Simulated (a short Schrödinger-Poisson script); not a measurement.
Structure: MOS inversion layer, SiO2 on p-type Si(100), at 400 K.

```
layer  material  thickness (nm)  Na (cm⁻³)
-----  --------  --------------  ---------
1          SiO2             1.6          -
2            Si            1700     6.2e16
```

The device is made up for the run: typed textbook-type constants, with dimensions and the other settings drawn at random. SiO2: permittivity 3.9, conduction-band edge (eV) 3.15, gap (eV) 9, electron mass (mₑ) 0.5. Si: permittivity 11.7, conduction-band edge (eV) 0, gap (eV) 1.124, Nv at 300 K (cm⁻³) 3.1e19.

Channel valleys (confinement mass, in-plane density-of-states mass, number): Δ2 0.916, 0.19, 2; Δ4 0.19, 0.417, 4. At the gate the conduction-band edge of layer 1 lies 3.32 eV − eVg above the Fermi level of the channel; the field vanishes at the back. Gaps are held at their typed values at every temperature. Mesh 0.03 nm at interfaces.

Solved with a short Schrödinger-Poisson script written for these runs: 1D Poisson equation in equilibrium, electrons quantum, Hartree (BenDaniel-Duke, 12 states a valley, the channel's in-plane mass for all, wave functions free to enter the dielectric), parabolic valleys, classical holes, full ionisation, no traps, pinning or gate leakage.

Only gate voltages with over 1e8 electrons/cm² are shown.

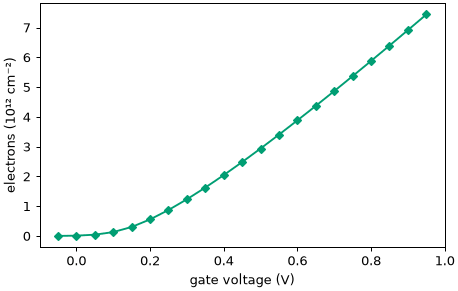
Figure. Sheet density against gate voltage

```
Vg (V)  electrons (cm⁻²)  C (μF/cm²)  Δ2 E0 (meV)  Δ2 E1 (meV)  Δ4 E0 (meV)  Δ4 E1 (meV)
------  ----------------  ----------  -----------  -----------  -----------  -----------
-0.05             3.54e9       0.103        309.3        338.0        332.4        380.0
0.05             4.50e10       0.243        219.3        250.0        243.9        294.6
0.15             3.04e11       0.728        149.5        184.4        177.4        232.5
0.25             8.73e11        1.11        107.7        149.1        140.6        201.6
0.35             1.63e12        1.31         80.8        129.5        119.1        185.8
0.45             2.48e12        1.44         61.4        116.9        104.7        176.6
0.55             3.41e12        1.52         46.2        108.2         94.1        170.5
0.65             4.37e12        1.58         33.7        101.6         85.9        166.3
0.75             5.37e12        1.62         23.0         96.5         79.1        163.1
0.85             6.40e12        1.66         13.5         92.4         73.3        160.7
0.95             7.44e12        1.69          5.1         89.0         68.3        158.7
```

Subbands count from the Fermi level.
